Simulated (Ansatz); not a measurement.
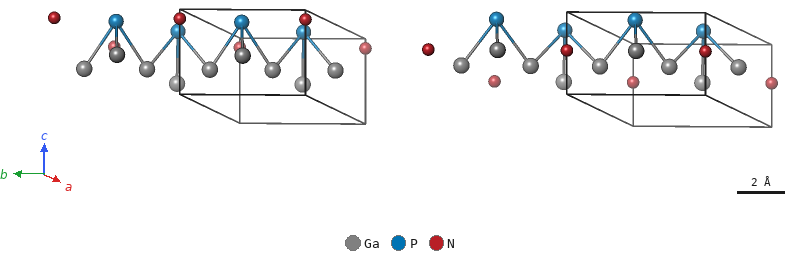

Two geometries of crystalline Ga3P2N (a generated structure, set up in P6mm) (coarse preliminary run), drawn at one scale. One is the start of a relaxation, the other its converged end. The picture is a ball-and-stick view of the cell of the calculation, repeated 1 × 2 × 1 with one cell outlined, seen from a free direction.

All numbers below come from DFT PBE, scalar-relativistic, plane waves, PAW in Ansatz. Set-up: plane-wave cutoff 420 eV; k-point mesh 6 × 6 × 4; occupations gaussian; smearing width 0.1 eV; collinear spin; cell and atoms relaxed; force threshold 0.04 eV/Å; at most 70 steps.

**Which geometry has the lower energy?**

The right one is the relaxed one. The atom that moves furthest relative to the cell is the N atom (1.32 Å along −c). By element the largest moves are N 1.32 Å, Ga 0.27 Å, P 0.26 Å. The volume changes by +17.6 %, with a = b 5.451 → 6.013 Å (+10.3 %), c 3.828 → 3.700 Å (−3.4 %). Some distances before and after: Ga–P 2.467 → 2.537 Å, Ga–P 2.489 → 2.537 Å. Bond angles that change, for instance: P–Ga–P 78.4° → 86.4°, P–Ga–P 101.2° → 93.6°, Ga–P–Ga 101.2° → 93.6°. The space group (tolerance 0.01 Å) goes from P6mm (No. 183) to P6/mmm (No. 191). After 9 accepted moves (11 points after the start) the energy has fallen by 230 meV per atom. The largest force component goes from 0.22 to 0.00036 eV/Å. The pressure goes from 11.30 to −0.01 GPa. At 2 points the geometry stayed and the basis and grid were re-selected for the new cell (energy shift of 6.7 meV per atom at most each time).

Limits of the set-up: the k-point mesh is coarse for a cell with partly filled bands.
